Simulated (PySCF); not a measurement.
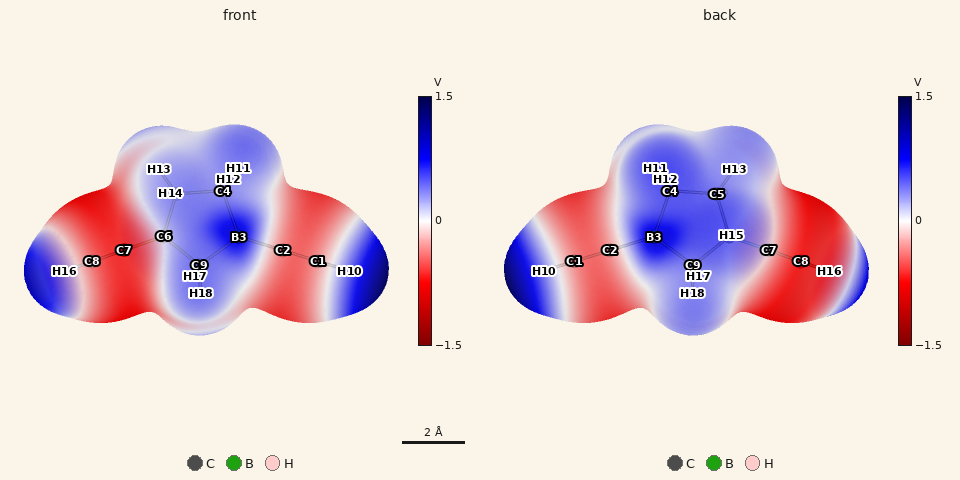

Figure. C8H9B (SMILES C#CB1CC[C@H](C#C)C1). The molecular electrostatic potential painted on the density surface at 0.001 e/bohr³, seen from the front and from behind; the colour scale runs from red (negative) to blue (positive).

Geometry: GFN2-xTB.

Level of theory: PBE0/pcSseg-1, SCF density, gas phase, non-relativistic (PySCF).

```xyz
18

C     3.9275   -0.5829    0.0251
C     2.7518   -0.3158    0.0051
B     1.2914    0.0189   -0.0168
C     0.6219    1.3458    0.5238
C    -0.8830    1.0390    0.5261
C    -1.0950    0.0516   -0.6354
C    -2.3506   -0.6603   -0.5349
C    -3.3760   -1.2681   -0.4239
C     0.1311   -0.8874   -0.5873
H     4.9531   -0.8160    0.0418
H     0.9678    1.6987    1.4957
H     0.8286    2.1572   -0.1815
H    -1.5016    1.9307    0.4174
H    -1.1575    0.5490    1.4632
H    -1.0805    0.6052   -1.5823
H    -4.2801   -1.7931   -0.3387
H    -0.0684   -1.6947    0.1254
H     0.3107   -1.3715   -1.5478
```

Describe the electrostatic potential map.

The most negative region (about −0.8 V) lies over C7 and C8, the most positive (about +1.4 V) over H10.

How polar is the molecule by this calculation?

Its dipole moment is 1.24 D.
